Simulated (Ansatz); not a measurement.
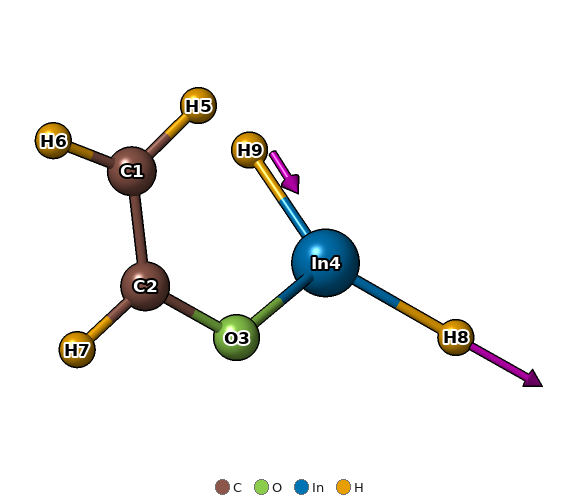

The arrows show one normal mode. Harmonic vibrations computed with RKS PBE0-D4/def2-TZVP, core potentials on In (Ansatz 0.2.0) at a stationary point of the same level.

**What kind of motion is it?**

Mostly out-of-phase stretching of 2 In–H bonds.

**Estimate its harmonic wavenumber.**

1897 cm⁻¹; it is mode 18 of 21 counted from the lowest.
